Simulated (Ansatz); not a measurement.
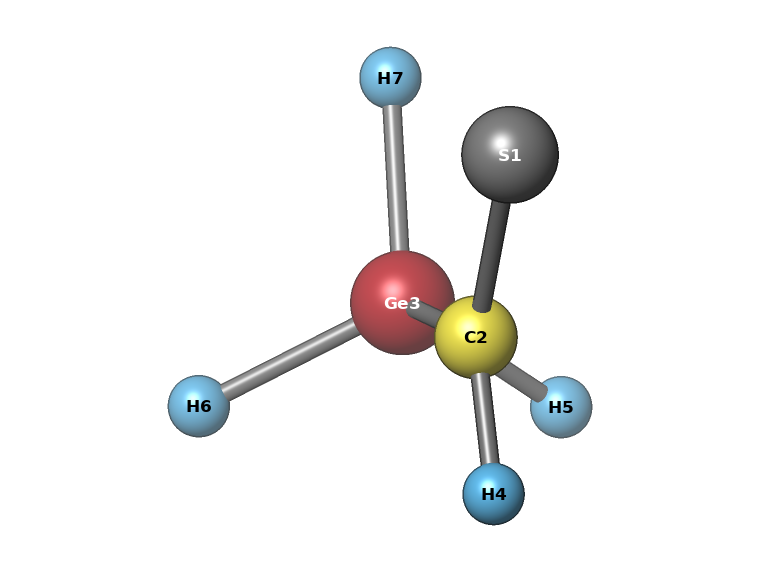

Ge3 lies behind C2. The molecule seen a little off the C2–Ge3 bond, C2 in front. Distant atoms are faded towards the background colour. The geometry was computed by an optimisation with PBE-D4/def2-SVP. No frequency run is at hand to confirm it as a minimum.

Question: What is the torsion angle S1–C2–Ge3–H5? The sign is positive where the front bond must turn clockwise to cover the back bond.

Answer: 123°, anticlinal.
